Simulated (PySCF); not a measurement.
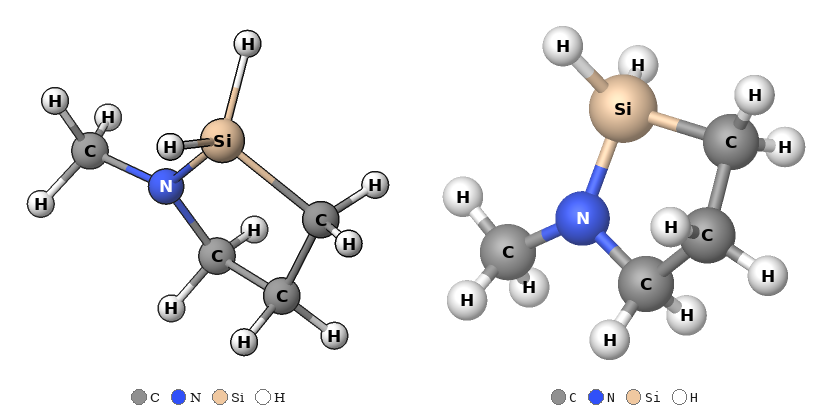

Two views of one molecule.

Count the atoms of each element.

Answer. C₄H₁₁NSi, 17 atoms: 4 carbon, 11 hydrogen, 1 nitrogen and 1 silicon.

Describe its rings.

Answer. Independent rings (smallest set): 1 of 5 members.

The parts below concern this one geometry. Atoms keep their numbers from picture to picture. The computed structure is the end point of a PBE0-D3(BJ)/def2-SVP optimisation. No frequency run is at hand to confirm it as a minimum.

## Geometry

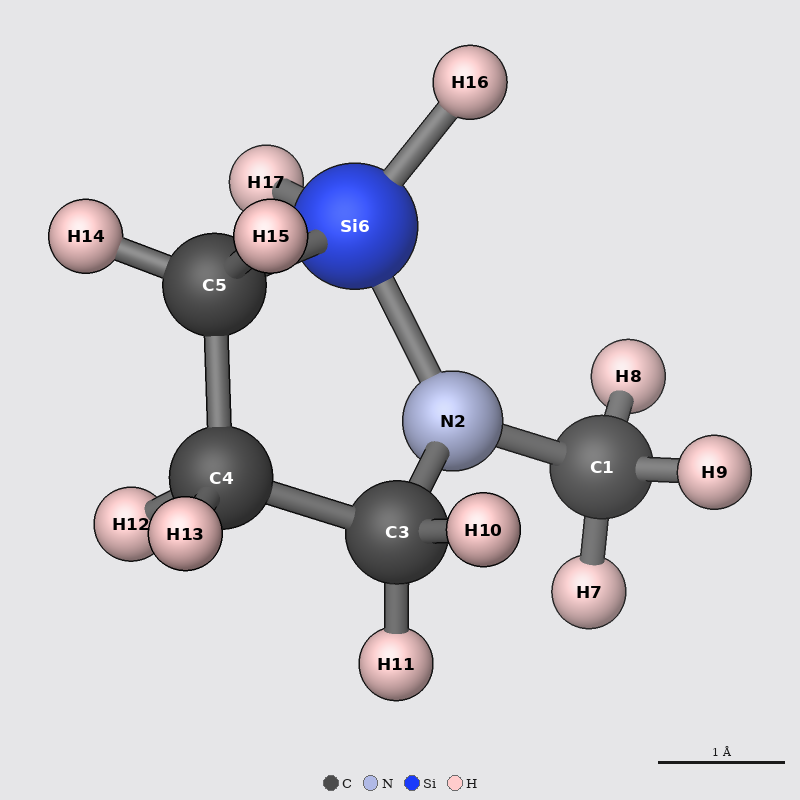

Atoms carry their numbers in the input. No frequency run is at hand to confirm it as a minimum.

Give these bond angles: N2–C3–C4, N2–C3–H11, N2–Si6–H17, C3–N2–Si6, C3–C4–H12, C3–C4–H13, C4–C5–Si6, C4–C5–H14, C4–C5–H15, C5–C4–H13, C5–Si6–H16, Si6–C5–H15.

```json
{"angle": "N2–C3–C4", "degrees": "107.6"}
{"angle": "N2–C3–H11", "degrees": "110.3"}
{"angle": "N2–Si6–H17", "degrees": "113.2"}
{"angle": "C3–N2–Si6", "degrees": "112.8"}
{"angle": "C3–C4–H12", "degrees": "108.5"}
{"angle": "C3–C4–H13", "degrees": "111.0"}
{"angle": "C4–C5–Si6", "degrees": "102.2"}
{"angle": "C4–C5–H14", "degrees": "112.6"}
{"angle": "C4–C5–H15", "degrees": "110.9"}
{"angle": "C5–C4–H13", "degrees": "112.2"}
{"angle": "C5–Si6–H16", "degrees": "113.5"}
{"angle": "Si6–C5–H15", "degrees": "108.5"}
```

## Bond orders

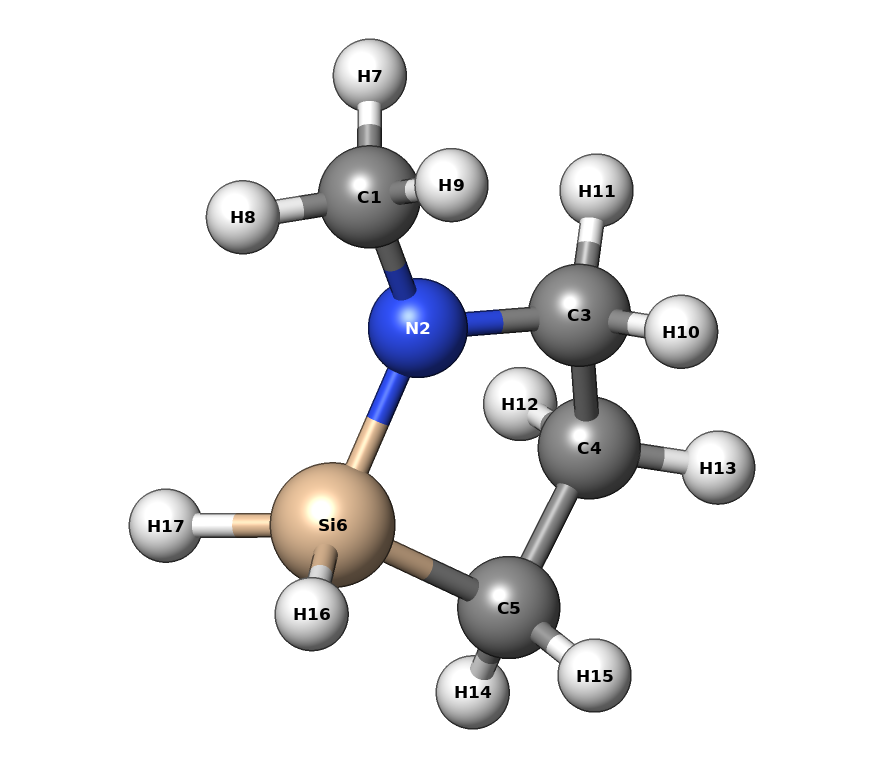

Every bond is drawn as one stick. No frequency run is at hand to confirm it as a minimum. Level of theory: PBE0/pcSseg-1 in chloroform (IEF-PCM) (PySCF 2.14.0).

List the Mayer bond orders of C1–N2, N2–C3, N2–Si6, C3–C4, C4–C5, C5–Si6 (bonds between heavy atoms, one of each equivalent set).

| bond | Mayer order | length (Å) |
| --- | --- | --- |
| C1–N2 | 0.96 | 1.434 |
| N2–C3 | 0.93 | 1.449 |
| N2–Si6 | 0.97 | 1.740 |
| C3–C4 | 1.03 | 1.528 |
| C4–C5 | 1.02 | 1.537 |
| C5–Si6 | 0.93 | 1.888 |

## Ring current

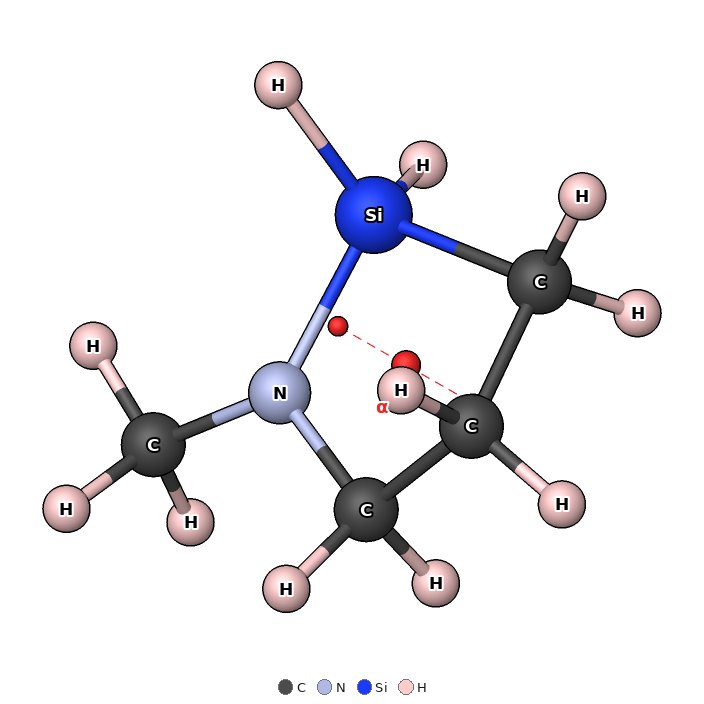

The small points mark where nucleus-independent chemical shifts (NICS) were computed: at the centre of each lettered ring and 1 Å above and below it. No frequency run is at hand to confirm it as a minimum. Properties computed with GIAO PBE0/pcSseg-1 NMR shielding, non-relativistic, gas phase (PySCF 2.14.0).

Give NICS(0), NICS(1) and the out-of-plane component NICS(1)zz for each ring (means of the two sides).

```tsv
ring	members	NICS(0)	NICS(1)	NICS(1)zz
α	C3NSi	−6.7	−3.4	−2.3
```

Values in ppm.

What do the values say about the ring currents?

Answer. Ring α: weak, as in a non-aromatic ring. NICS is one index among several.

## Charges

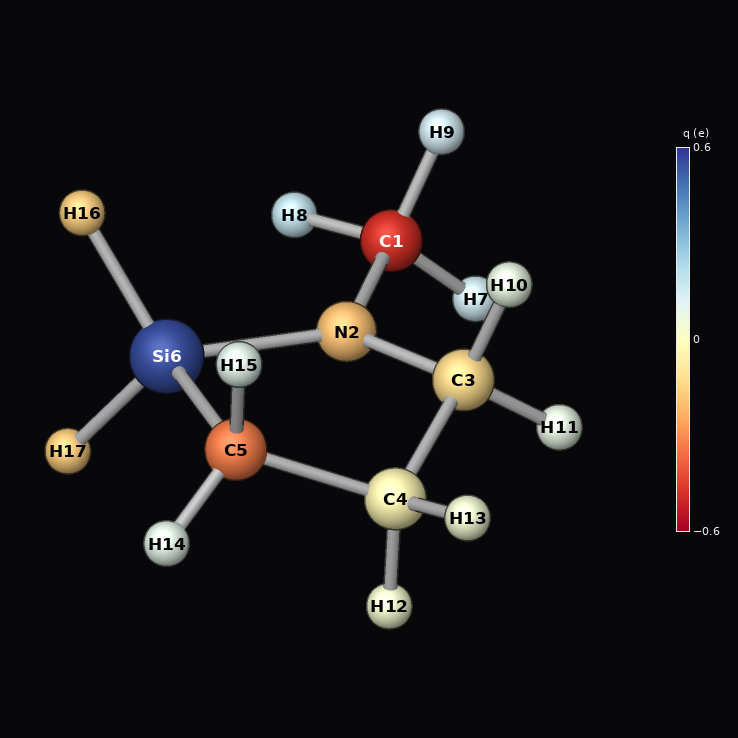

Atoms are coloured by their ESP-fitted charges. No frequency run is at hand to confirm it as a minimum. Level of theory: PBE0/pcSseg-1 in chloroform (IEF-PCM) (PySCF 2.14.0).

List the ESP-fitted charges.

| atom | value (e) |
| --- | --- |
| C1 | −0.48 |
| N2 | −0.18 |
| C3 | −0.12 |
| C4 | −0.03 |
| C5 | −0.33 |
| Si6 | 0.55 |
| H7 | 0.15 |
| H8 | 0.17 |
| H9 | 0.14 |
| H10 | 0.08 |
| H11 | 0.08 |
| H12 | 0.04 |
| H13 | 0.05 |
| H14 | 0.09 |
| H15 | 0.10 |
| H16 | −0.16 |
| H17 | −0.16 |

## Electronic properties

No frequency run is at hand to confirm it as a minimum. Level of theory: ωB97X-D/def2-SVPD in chloroform (IEF-PCM) (PySCF 2.14.0). Excitations: vertical, linear response.

Predict the main results.

- dipole moment: 0.99 D
- HOMO energy (Kohn–Sham orbital): −7.92 eV
- LUMO energy (Kohn–Sham orbital): 2.31 eV
- HOMO–LUMO gap: 10.24 eV
- mean static polarisability: 101.1 bohr³
- lowest vertical singlet excitation: 5.76 eV
- its oscillator strength: 0.003
- brightest of the 6 lowest singlets: 7.67 eV
- its oscillator strength: 0.13
